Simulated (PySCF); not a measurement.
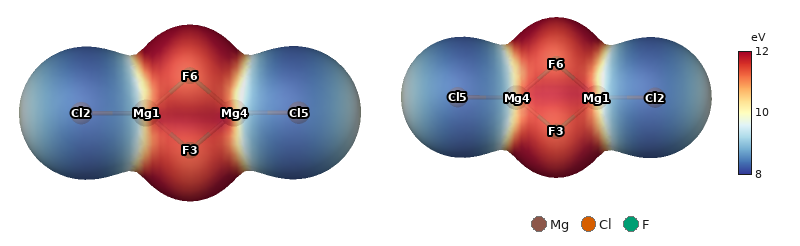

Figure 1: (ClMg-mu-F)2 (Cl$_{2}$F$_{2}$Mg$_{2}$). Average local ionisation energy on the surface of electron density 0.001 a.u. (back view left, front view right).

PySCF calculation, TPSS/def2-SVPD, gas phase; geometry: GFN2-xTB. This is a single-reference result, which may miss multireference character in this system. No frequency check shows the geometry to be a minimum. GFN2-xTB bond lengths at metals and heavier atoms can be off by up to 0.1 Å and shapes distorted, which carries into these values.

Cartesian coordinates (Å):

```
Mg1     -1.4277    0.0024    0.0125
Cl2     -3.5378   -0.0020   -0.0074
F3      -0.0004    1.2239    0.0097
Mg4      1.4277    0.0025   -0.0185
Cl5      3.5378   -0.0019    0.0014
F6       0.0004   -1.2231    0.0097
```

Locate the minima of the map.

The lowest value is 8.3 eV, 2.2 Å from Cl5, and at like points elsewhere. For comparison, the highest occupied orbital lies at −7.7 eV.

Run time: 18 s on 1 thread of Intel(R) Xeon(R) 6975P-C (Granite Rapids) (shared host), peak memory 0.56 GiB.
